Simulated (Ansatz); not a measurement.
## Electronic structure of ClH5InNSi in real space

```xyz
9

Cl   -3.0985    0.0856   -1.0276
In   -1.3161   -1.6626   -1.2306
N    -0.4220    0.0463    0.6643
Si    1.0036    1.0009    0.2637
H     2.1965    0.1577    0.5639
H    -0.4292   -0.3653    1.5962
H     0.9360    1.3029   -1.1950
H     1.1140    2.2848    1.0219
H    -1.3274    0.5021    0.4958
```

Geometry: PBE0-D3(BJ)/def2-SVP; core potentials replace the inner electrons of In.

These are results of Ansatz, isolated molecule in a Gaussian basis; Kohn-Sham density functional theory, functional PBE0, not measurements.

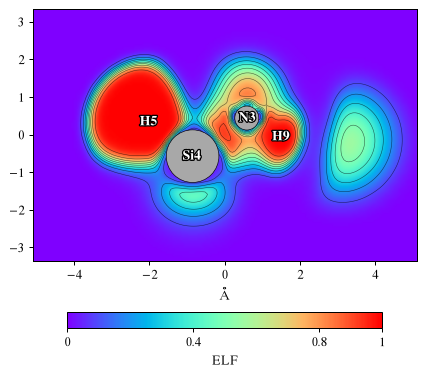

Figure 1. Electron localisation function on the plane of atoms Si4, N3 and H9. Grey discs cover the atomic cores.

### What does the map show?

- The plane passes through N, Si and H nuclei.
- Si–N (1.76 Å): the ELF peaks at about 0.90 between the atoms (a shared but strongly polarised pair).
- N–H (1.03 Å): the ELF climbs to about 1 towards the hydrogen, as it does in any bond to H; a covalent bond by its length.
- Si–H (1.49 Å): the ELF climbs to about 1 towards the hydrogen.

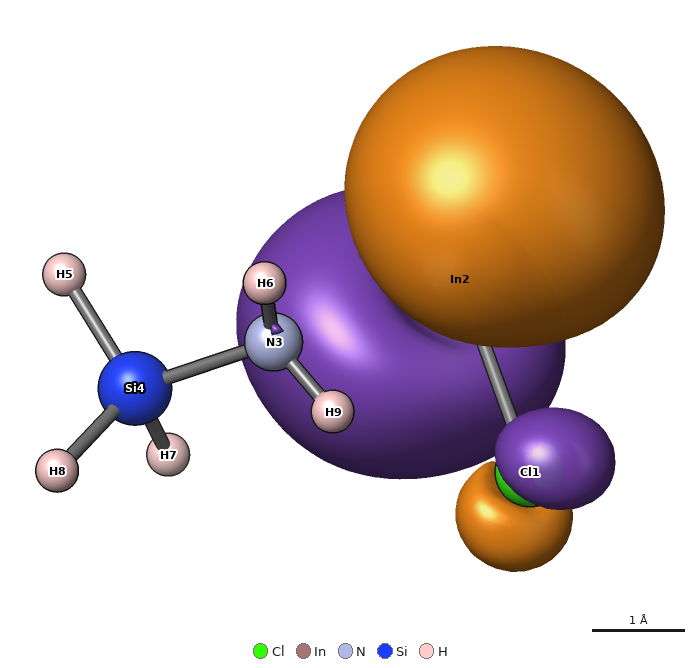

Figure 2. The LUMO at ±0.08 Å⁻³ᐟ² (orange and purple are the two phases), seen from one side.

### What is the character of this orbital?

It lies mainly on In2 (about 85 %). Its energy is −1.58 eV.
